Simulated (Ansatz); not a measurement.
Abstraction of Cl: SbH2Cl + CHClI → SbH2 + CHCl2I

Species: SbH2Cl `[Cl][SbH2]`, singlet; CHClI `Cl[CH]I`, doublet; SbH2 `[SbH2]`, doublet; CHCl2I (dichloroiodomethane) `ClC(Cl)I`, singlet. A radical takes Cl: the energy is the difference in strength between the Sb–Cl bond broken and the C–Cl bond made.

Shapes, held fixed at every level: PBE0-D4/def2-TZVP. Programs: Ansatz 0.2.0. The zero-point and thermal change to 298 K, harmonic and unscaled (PBE0-D4/def2-TZVP), is +2.1 kJ/mol.

```tsv
level	kind	ΔH(298 K) (kJ/mol)	less CCSD(T)/def2-TZVPP	CPU time (sum over the molecules)
SPW92/def2-TZVPP	LDA	+6.4	+2.9	6.1 s
r2SCAN-D4/def2-TZVPP	meta-GGA	+23.7	+20.2	23 s
BHLYP-D4/def2-TZVPP	global hybrid	+22.9	+19.4	15 s
B2PLYP/def2-TZVPP	double hybrid	+14.8	+11.3	25 s
CCSD(T)/def2-SVP	coupled cluster or CI	-11.6	-15.1	14 s
CCSD/def2-SVP	coupled cluster or CI	-8.0	-11.5	–
CCSD/def2-TZVPP	coupled cluster or CI	+7.2	+3.7	–
CCSD(T)/def2-TZVPP	coupled cluster or CI	+3.5	0.0	3.1 min
```

The highest level, CCSD(T)/def2-TZVPP, gives ΔH(298 K) = +3.5 kJ/mol; the levels span -11.6 to +23.7. That is about zero within the method's error. They disagree on the sign: 6 of 8 are positive. The column of differences is taken from that level and isn't an error. No measured value is set beside it here. Spin contamination: CHClI (⟨S²⟩ up to 0.78). Open shells run unrestricted. For atoms past krypton def2 sets carry core potentials with scalar relativity. Outer-core shells of I, Sb are correlated, in sets that cover them unevenly. Times are processor times on shared x86 and Arm servers, and rough.

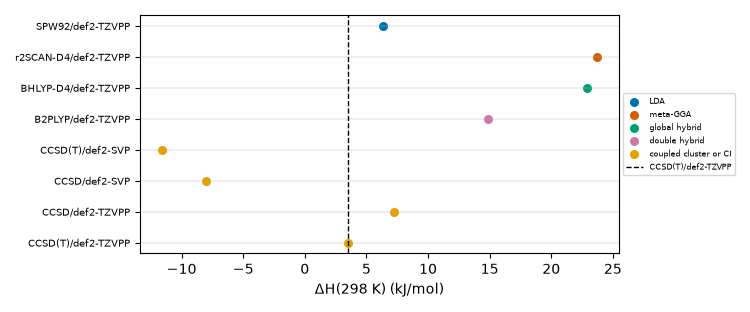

The values of the table, level by level.
